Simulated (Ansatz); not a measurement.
Input file:

```
crystal:
  lattice:
    - [4.2512992, 0.0, 0.0]
    - [0.0, 4.2512992, 0.0]
    - [0.0, 0.0, 12.0214836]
  atoms:
    - { symbol: Sn, position: [0.0, 0.0, 0.755651] }
    - { symbol: Sn, position: [0.5, 0.5, 0.0] }
    - { symbol: Sn, position: [0.0, 0.0, 0.244349] }
    - { symbol: Sn, position: [0.5, 0.5, 0.5] }
    - { symbol: Se, position: [0.5, 0.5, 0.248776] }
    - { symbol: Se, position: [0.0, 0.0, 0.5] }
    - { symbol: Se, position: [0.5, 0.5, 0.751224] }
    - { symbol: S, position: [0.0, 0.0, 0.0] }
basis:
  ecutwfc: 420
kpoints:
  mp_grid: { grid: [8, 8, 4] }
  band_path:
    path:
      - [[0.0, 0.0, 0.0], [0.0, 0.5, 0.0], [0.5, 0.5, 0.0], [0.0, 0.0, 0.0], [0.0, 0.0, 0.5], [0.0, 0.5, 0.5], [0.5, 0.5, 0.5], [0.0, 0.0, 0.5]]
      - [[0.0, 0.5, 0.0], [0.0, 0.5, 0.5]]
      - [[0.5, 0.5, 0.0], [0.5, 0.5, 0.5]]
    npoints: 14
hamiltonian:
  xc: pbesol
scf:
  occupations: { method: gaussian, width: 0.02 }
  n_extra_bands: 20
output:
  forces: true
  stress: true
  eigenvalues: true
  populations: true
  dos: { projected: true, de: 0.02, nscf_kmesh: { grid: [10, 10, 5] } }
  bader: true
  write_density: true
  write_potential: true
  elf: true
  volumetric_format: npy
```

Run with:

```sh
ansatz run input.yaml --threads 4 --pin off --max-ram 8192MiB --backend cpu --events-out ev --progress --plain --runs-dir out
```

Below, planes, directions and counts refer to the conventional cell (a = 4.25 Å, b = 4.25 Å, c = 12.02 Å, α = 90.00°, β = 90.00°, γ = 90.00°).

Space group P4/mmm; a structure generated by program, which may or may not match a known phase; computed pressure about −3 GPa in this cell.

All numbers below come from DFT PBEsol, scalar-relativistic, plane waves, PAW (Ansatz 0.2.0).

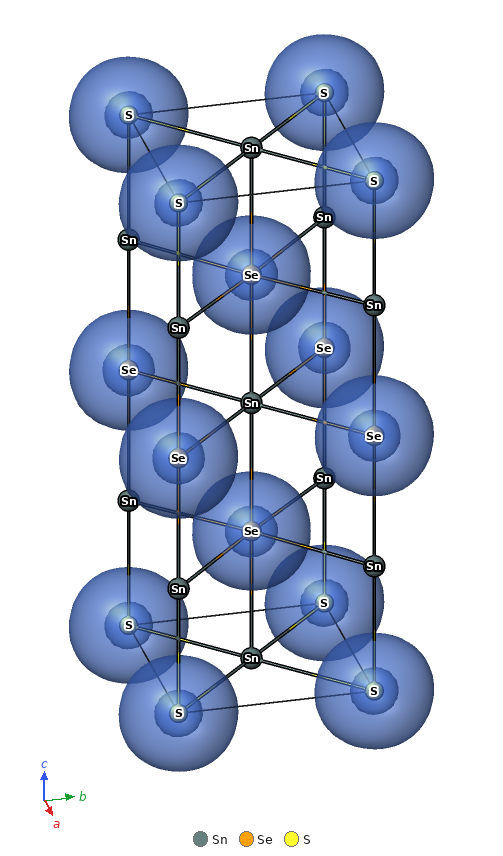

Sn4Se3S. Isosurface of the ELF at 0.65 (blue), seen at an oblique angle. Only the valence region is drawn (cores and ρ < 0.01 e/Å³ removed). Sticks mark near contacts.

Core electrons are frozen (PAW), and the valence fields are smoothed inside the atomic spheres.

> What do the ELF domains correspond to?

The surface consists of one region wrapped around S (its valence shell) and three regions wrapped around Se (the valence shell of each), counted in one cell of 8 atoms. Any copies at cell faces, edges or corners count once. Profiles from the grid: Sn–S (2.94 Å): the ELF peaks at about 0.85 in the valence shell of S, 0.8 Å from its nucleus, and drops to about 0.30 between the two atoms. Sn–Se (2.99 Å): the ELF is about 0.40 at the midpoint.

> What Bader charges does the calculation give?

Electrons move from Sn towards Se and S. Bader charges: Sn +0.84 to +0.93, Se −0.84 and S −0.98 e.
